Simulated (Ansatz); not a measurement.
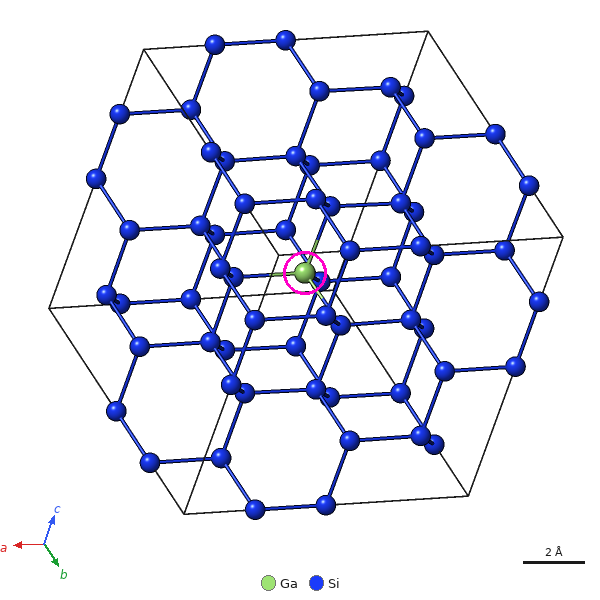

The crystal in a ball-and-stick representation, seen from a general direction. The supercell is drawn as a box. The host is Si, in a cell of 32 sites, and the cell is neutral. A ring marks the defect's site.

> What imperfection does the supercell contain?

Gallium on a silicon site (a substitutional impurity). It is bonded to four Si in a tetrahedral arrangement at about 2.4 Å.

The atoms were relaxed in the host's cell with DFT PBE, scalar-relativistic, plane waves, PAW in Ansatz.
